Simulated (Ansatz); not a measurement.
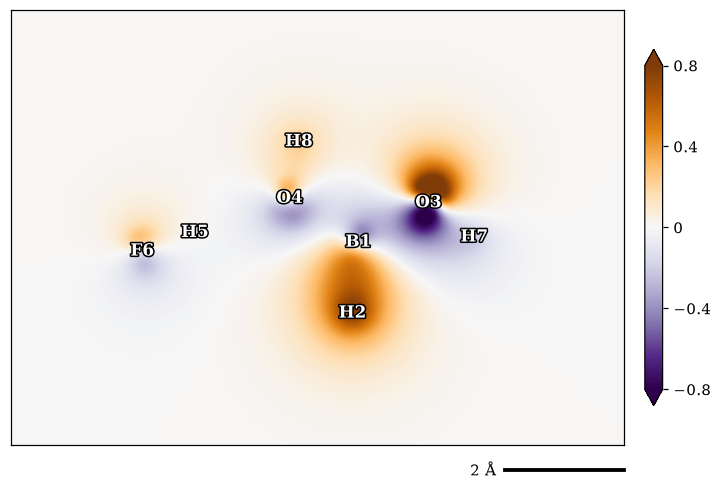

BH₃O₂···HF. The HOMO−1 on the molecular plane (values in Å⁻³ᐟ²; the overall sign is arbitrary).

The reactant side of a reaction path; geometry: PBE0-D4/def2-TZVP.

All numbers below come from RKS PBE0-D4/def2-TZVPP in Ansatz.

```yaml
atoms:
  - { symbol: B, position_ang: [-0.4325, 0.4500, -0.3769] }
  - { symbol: H, position_ang: [0.0667, 0.5398, -1.4575] }
  - { symbol: O, position_ang: [-1.5720, 1.0870, -0.0156] }
  - { symbol: O, position_ang: [0.1816, -0.3420, 0.5506] }
  - { symbol: H, position_ang: [1.5995, -1.2451, 0.3577] }
  - { symbol: F, position_ang: [2.3846, -1.7480, 0.2562] }
  - { symbol: H, position_ang: [-1.9518, 1.6256, -0.7121] }
  - { symbol: H, position_ang: [-0.2762, -0.3672, 1.3978] }
```

Question: Describe this orbital and give its energy.

Answer: Its weight (Hirshfeld) is mainly on O3 (about 35 %), H2 (about 30 %) and B1 (about 25 %); it is symmetric in the molecular plane (an in-plane orbital: σ, lone-pair or in-plane π type). Its energy is −10.30 eV.
